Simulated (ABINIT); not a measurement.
## LiCl (Fm-3m): G0W0 with ABINIT, start to end

Aim: the G0W0 gap of LiCl (Fm-3m) on PBE, step by step.

Method: PBE and many-body steps on it, plane waves, in ABINIT 10.8.3.

## 1. Starting point

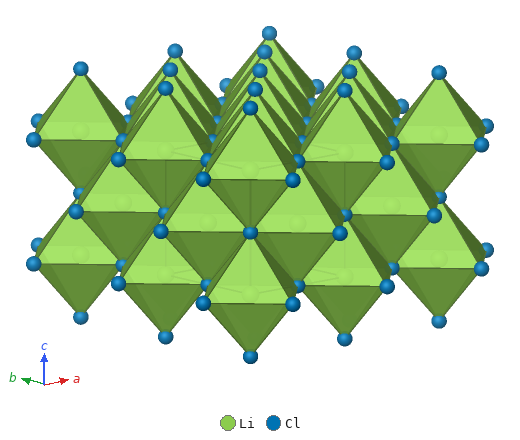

The cell as given, from a free direction (lithium green, chlorine blue). 2×2×1 cells are drawn. This picture shows the conventional cell, with its axes. Some periodic images of atoms are drawn too.

The cell and positions come from the Crystallography Open Database and are kept as given unless a step says otherwise.

## 2. Ground state

This step: ABINIT 10.8.3; DFT, PBE, plane waves, norm-conserving pseudopotentials.

The ground-state density comes first.

The input, run.abi:

```
acell 3*1.0 Angstrom
rprim 
  0.000000000000 2.571500000000 2.571500000000
  2.571500000000 0.000000000000 2.571500000000
  2.571500000000 2.571500000000 -0.000000000000
ntypat 2
znucl 3 17
natom 2
typat 1 2
xred 
  0.000000000000 0.000000000000 0.000000000000
  0.500000000000 0.500000000000 0.500000000000
pp_dirpath "pseudos"
pseudos "Li.upf, Cl.upf"
ecut 33
ngkpt 8 8 8
nshiftk 1
shiftk 0 0 0
kptopt 1
chksymbreak 0
nband 10
occopt 1
tolvrs 1e-10
nstep 60
prtwf 0
indata_prefix "in"
outdata_prefix "out"
tmpdata_prefix "tmp"
```

Run with:

```sh
> OMP_NUM_THREADS=1 mpirun -n 8 abinit run.abi > log
```

Numbers of over 12 decimals in the logs are rounded to 6 here.

Log:

```text
.Version 10.8.3 of ABINIT. v10.8.2 released Aug 2026.

 Symmetries : space group Fm -3 m (#225); Bravais cF (face-center cubic)
================================================================================
 Values of the parameters that define the memory need of the present run
     intxc =       0    ionmov =       0      iscf =       7    lmnmax =       6
     lnmax =       6     mgfft =      36  mpssoang =       3    mqgrid =    3001
     natom =       2  nloc_mem =       1    nspden =       1   nspinor =       1
    nsppol =       1      nsym =      48    n1xccc =    2501    ntypat =       2
    occopt =       1   xclevel =       2
-    mband =          10        mffmem =           1         mkmem =           4
       mpw =        2120          nfft =       46656          nkpt =          29
================================================================================
  Rough estimation (10% accuracy) of disk space for files :
================================================================================

--------------------------------------------------------------------------------
------------- Echo of variables that govern the present computation ------------
--------------------------------------------------------------------------------
 -outvars: echo values of preprocessed input variables --------
            acell      1.8897261259E+00  1.8897261259E+00  1.8897261259E+00 Bohr

      chksymbreak           0
             ecut      3.30000000E+01 Hartree
-          fftalg         312

              ixc     -101130
              kpt      0.00000000E+00  0.00000000E+00  0.00000000E+00
                       1.25000000E-01  0.00000000E+00  0.00000000E+00
                       2.50000000E-01  0.00000000E+00  0.00000000E+00
                       3.75000000E-01  0.00000000E+00  0.00000000E+00
                       5.00000000E-01  0.00000000E+00  0.00000000E+00
                       1.25000000E-01  1.25000000E-01  0.00000000E+00
                       2.50000000E-01  1.25000000E-01  0.00000000E+00
                       3.75000000E-01  1.25000000E-01  0.00000000E+00
                       5.00000000E-01  1.25000000E-01  0.00000000E+00
   [... 18 further rows ...]
                      -3.75000000E-01  5.00000000E-01  1.25000000E-01
                      -2.50000000E-01  5.00000000E-01  2.50000000E-01
         kptrlatt        8    0    0      0    8    0      0    0    8
          kptrlen      5.49781828E+01
P           mkmem           4
            natom           2
            nband          10
            ngfft          36      36      36
             nkpt          29
            nstep          60
             nsym          48
           ntypat           2
              occ      2.000000  2.000000  2.000000  2.000000  2.000000  0.000000
                       0.000000  0.000000  0.000000  0.000000
            prtwf           0
            rprim      0.0000000000E+00  2.5715000000E+00  2.5715000000E+00
[...]
spgroup         225

           tolvrs      1.00000000E-10

             xred      0.0000000000E+00  0.0000000000E+00  0.0000000000E+00
[...]
znucl        3.00000   17.00000

================================================================================

 chkinp: Checking input parameters for consistency.

================================================================================
== DATASET  1 ==================================================================
-   mpi_nproc: 8, omp_nthreads: 1 (-1 if OMP is not activated)

--- !DatasetInfo
iteration_state: {dtset: 1, }
dimensions: {natom: 2, nkpt: 29, mband: 10, nsppol: 1, nspinor: 1, nspden: 1, mpw: 2120, }
cutoff_energies: {ecut:  33.0, pawecutdg:  -1.0, }
electrons: {nelect:   1.00000000E+01, charge:   0.00000000E+00, occopt:   1.00000000E+00, tsmear:   1.00000000E-02, }

 Real(R)+Recip(G) space primitive vectors, cartesian coordinates (Bohr,Bohr^-1):
 R(1)=  0.0000000  4.8594307  4.8594307  G(1)= -0.1028927  0.1028927  0.1028927
 R(2)=  4.8594307  0.0000000  4.8594307  G(2)=  0.1028927 -0.1028927  0.1028927
 R(3)=  4.8594307  4.8594307  0.0000000  G(3)=  0.1028927  0.1028927 -0.1028927
 Unit cell volume ucvol=  2.2950185E+02 bohr^3
 Angles (23,13,12)=  6.00000000E+01  6.00000000E+01  6.00000000E+01 degrees

 getcut: wavevector=  0.0000  0.0000  0.0000  ngfft=  36  36  36
         ecut(hartree)=     33.000   => boxcut(ratio)=   2.02572

--- Pseudopotential description ------------------------------------------------
- Li Generated using ONCVPSP code by D. R. Hamann
-  3.00000   3.00000  171031                  znucl, zion, pspdat
12 -101130 1 -1 1944                          pspcod,pspxc,lmax,lloc,mmax
     nproj     2     2     0
  pspatm : epsatm=    2.74360059
         --- l  ekb(1:nproj) -->
[...]
pspatm: atomic psp has been read  and splines computed

- Cl Generated using ONCVPSP code by D. R. Hamann
- 17.00000   7.00000  171031                  znucl, zion, pspdat
12 -101130 2 -1 1028                          pspcod,pspxc,lmax,lloc,mmax
     nproj     2     2     2
  pspatm : epsatm=    9.12776517
         --- l  ekb(1:nproj) -->
[...]
2   -2.938609   -0.805455
 pspatm: atomic psp has been read  and splines computed

   1.18713658E+02                                ecore*ucvol(ha*bohr**3)
--------------------------------------------------------------------------------

_setup2: Arith. and geom. avg. npw (full set) are    2077.611    2077.588

================================================================================

--- !BeginCycle
iteration_state: {dtset: 1, }
solver: {iscf: 7, nstep: 60, nline: 4, wfoptalg: 0, }
tolerances: {tolvrs: 1.00E-10, }

     iter   Etot(hartree)      deltaE(h)  residm     vres2
 ETOT  1  -23.725085250753    -2.373E+01 5.349E-02 2.825E+01
 ETOT  2  -23.736481926495    -1.140E-02 4.901E-03 2.665E+00
 ETOT  3  -23.736896654719    -4.147E-04 5.779E-04 1.045E-01
 ETOT  4  -23.736901875480    -5.221E-06 3.884E-04 3.541E-03
 ETOT  5  -23.736901999553    -1.241E-07 3.500E-04 3.623E-05
 ETOT  6  -23.736902000918    -1.365E-09 7.767E-05 7.094E-07
 ETOT  7  -23.736902000948    -3.054E-11 1.372E-04 1.184E-08
 ETOT  8  -23.736902000949    -4.512E-13 1.638E-05 2.057E-10
 ETOT  9  -23.736902000950    -6.928E-13 4.847E-05 1.591E-12

 At SCF step    9       vres2   =  1.59E-12 < tolvrs=  1.00E-10 =>converged.

 Cartesian components of stress tensor (hartree/bohr^3)
  sigma(1 1)=  1.18554842E-06  sigma(3 2)=  0.00000000E+00
  sigma(2 2)=  1.18554842E-06  sigma(3 1)=  0.00000000E+00
  sigma(3 3)=  1.18554842E-06  sigma(2 1)=  0.00000000E+00

--- !ResultsGS
iteration_state: {dtset: 1, }
comment   : Summary of ground state results
lattice_vectors:
- [  0.0000000,   4.8594307,   4.8594307, ]
- [  4.8594307,   0.0000000,   4.8594307, ]
- [  4.8594307,   4.8594307,  -0.0000000, ]
lattice_lengths: [   6.87227,    6.87227,    6.87227, ]
lattice_angles: [ 60.000,  60.000,  60.000, ] # degrees, (23, 13, 12)
lattice_volume:   2.2950185E+02
convergence: {deltae: -6.928E-13, res2:  1.591E-12, residm:  4.847E-05, diffor: null, }
etotal    :  -2.37369020E+01
entropy   :   0.00000000E+00
fermie    :   7.07449410E-03
cartesian_stress_tensor: # hartree/bohr^3
- [  1.18554842E-06,   0.00000000E+00,   0.00000000E+00, ]
- [  0.00000000E+00,   1.18554842E-06,   0.00000000E+00, ]
- [  0.00000000E+00,   0.00000000E+00,   1.18554842E-06, ]
pressure_GPa:  -3.4880E-02
xred      :
- [  0.0000E+00,   0.0000E+00,   0.0000E+00, Li]
- [  5.0000E-01,   5.0000E-01,   5.0000E-01, Cl]
cartesian_forces: # hartree/bohr
- [ -0.00000000E+00,  -0.00000000E+00,  -0.00000000E+00, ]
- [ -0.00000000E+00,  -0.00000000E+00,  -0.00000000E+00, ]
force_length_stats: {min:   0.00000000E+00, max:   0.00000000E+00, mean:   0.00000000E+00, }

 Integrated electronic density in atomic spheres:
 ------------------------------------------------
 Atom  Sphere_radius  Integrated_density
    1        2.00000          2.17088333
    2        2.00000          5.10754524
================================================================================

 ----iterations are completed or convergence reached----

 Mean square residual over all n,k,spin=   19.560E-08; max=  48.473E-06
 reduced coordinates (array xred) for    2 atoms
       0.000000000000      0.000000000000      0.000000000000
       0.500000000000      0.500000000000      0.500000000000
 rms dE/dt=  0.0000E+00; max dE/dt=  0.0000E+00; dE/dt below (all hartree)
    1       0.000000000000      0.000000000000      0.000000000000
    2       0.000000000000      0.000000000000      0.000000000000

 cartesian coordinates (angstrom) at end:
    1      0.000000     0.000000     0.000000
    2      2.571500     2.571500     2.571500

 cartesian forces (hartree/bohr) at end:
    1     -0.000000    -0.000000    -0.000000
    2     -0.000000    -0.000000    -0.000000
 frms,max,avg= 0.0000000E+00 0.0000000E+00   0.000E+00  0.000E+00  0.000E+00 h/b

 cartesian forces (eV/Angstrom) at end:
    1     -0.000000    -0.000000    -0.000000
    2     -0.000000    -0.000000    -0.000000
 frms,max,avg= 0.0000000E+00 0.0000000E+00   0.000E+00  0.000E+00  0.000E+00 e/A
 length scales=  1.889726125908  1.889726125908  1.889726125908 bohr
              =  1.000000000000  1.000000000000  1.000000000000 angstroms
 prteigrs : about to open file out_EIG
 Fermi (or HOMO) energy (hartree) =   0.00707   Average Vxc (hartree)=  -0.32134
 Eigenvalues (hartree) for nkpt=  29  k points:
 kpt#   1, nband= 10, wtk=  0.00195, kpt=  0.0000  0.0000  0.0000 (reduced coord)
  -1.59114   -0.48424    0.00707    0.00707    0.00707    0.23803    0.44044    0.44044
   0.44044    0.53344
 prteigrs : prtvol=0 or 1, do not print more k-points.

--- !EnergyTerms
iteration_state     : {dtset: 1, }
comment             : Components of total free energy in Hartree
kinetic             :  1.08076392581941E+01
hartree             :  3.82436065164391E+00
xc                  : -6.21216049699690E+00
Ewald energy        : -1.60353546846629E+01
psp_core            :  5.17266677756038E-01
local_psp           : -1.42412904835214E+01
non_local_psp       : -2.39736292336241E+00
total_energy        : -2.37369020009496E+01
total_energy_eV     : -6.45914008630839E+02
band_energy         : -4.34374594158829E+00

 Cartesian components of stress tensor (hartree/bohr^3)
  sigma(1 1)=  1.18554842E-06  sigma(3 2)=  0.00000000E+00
  sigma(2 2)=  1.18554842E-06  sigma(3 1)=  0.00000000E+00
  sigma(3 3)=  1.18554842E-06  sigma(2 1)=  0.00000000E+00

-Cartesian components of stress tensor (GPa)         [Pressure= -3.4880E-02 GPa]
- sigma(1 1)=  3.48800388E-02  sigma(3 2)=  0.00000000E+00
- sigma(2 2)=  3.48800388E-02  sigma(3 1)=  0.00000000E+00
- sigma(3 3)=  3.48800388E-02  sigma(2 1)=  0.00000000E+00

== END DATASET(S) ==============================================================
================================================================================

 -outvars: echo values of variables after computation  --------
           etotal     -2.3736902001E+01
            nband          10
             nkpt          29
          spgroup         225
 [... the other variables as echoed above ...]

 Calculation completed.
```

It took 6.3 s on 8 MPI ranks of Arm Neoverse N1, shared host; peak memory 0.51 GiB; 49 s of CPU time.

Numbers from this step:

```yaml
total_energy: -645.9140 eV
gap: 6.285 eV
k_of_the_valence_top: 0, 0, 0
k_of_the_conduction_bottom: 0, 0, 0
least_direct_gap: 6.285 eV
pressure: -0.03488 GPa
```

The gap is direct, at Γ.

The cutoff was set for levels, not for stress, so the pressure can be off by some GPa.

(Continued in part 2 of 3.)

[Paths, hosts, dates, memory and timing lines, banners, echoed tables and standing remarks are left out of the program output.]

[Logs are printed without paths, hosts, clocks, repeated set-up lines and the standing remarks that a program may print on its own settings, such as how far it seeks lower states.]

[Runs of the session that timed out or met a known fault of the program may be left out.]

[Hosts, paths, dates, database ids (printed as entryN), source tags and the programs' standing remarks are cut or masked in the printed files.]

[G0W0 gaps are taken among the corrected bands and points alone; a level outside them can change the order at an edge.]

[Where Ansatz stands beside ABINIT at settings called matched, ABINIT's density can come from a denser mesh and the files from another edition; pairs whose starting gaps differed by over 0.03 eV were left out, so agreement reads better than it is.]
